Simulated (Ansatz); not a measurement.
# MoCl2O2 (molybdenum dichloride dioxide): methods side by side

The species is MoCl2O2 (5 atoms), meant as a singlet with charge 0. As SMILES, `O=[Mo](=O)(Cl)Cl`. Geometry: optimised at r2SCAN/def2-SVP.

Quantity: the adiabatic ionisation energy (to the doublet cation, shapes relaxed at r2SCAN/def2-SVP, no zero-point term), in eV. The values are calculated.

```
                              level                    kind  program  value (eV)  CPU time (all runs)
     BLYP/def2-SVP (core potential)                     GGA   Ansatz       11.14                 20 s
      PBE/def2-SVP (core potential)                     GGA   Ansatz       11.37                 20 s
   r2SCAN/def2-SVP (core potential)                meta-GGA   Ansatz       11.61                 44 s
  PBE0-D4/def2-SVP (core potential)           global hybrid   Ansatz       11.74                 14 s
CAM-B3LYP/def2-SVP (core potential)  range-separated hybrid   Ansatz       11.85                 20 s
   B2PLYP/def2-SVP (core potential)           double hybrid   Ansatz       12.09                 24 s
      MP2/def2-SVP (core potential)     perturbation theory   Ansatz       14.21                 25 s
  CCSD(T)/def2-SVP (core potential)   coupled cluster or CI   Ansatz       11.56                 45 s
```

Spin-orbit coupling, which can split open shells on such heavy atoms by tenths of an eV, is left out. The values span 11.14 to 14.21 eV. Spin contamination of the reference (⟨S²⟩ at least 0.1 too high) touches B2PLYP/def2-SVP, MP2/def2-SVP, CCSD(T)/def2-SVP. The coupled-cluster rows rest on a doubtful reference here (large T1 or Brueckner and Hartree–Fock orbitals at odds), and rows may lie in different states. CPU times are rough (shared hosts, several kinds of processor): they show what a rung costs within a factor of a few.

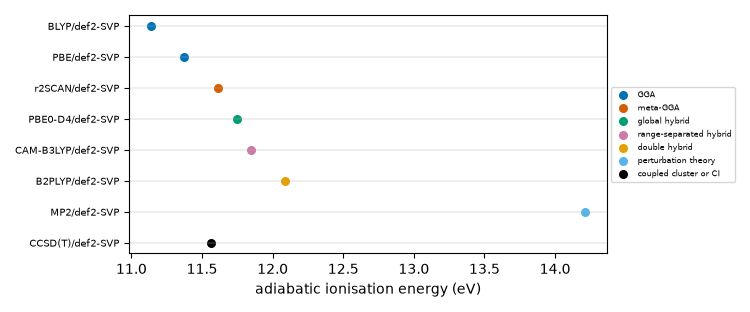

The values of the table, level by level.
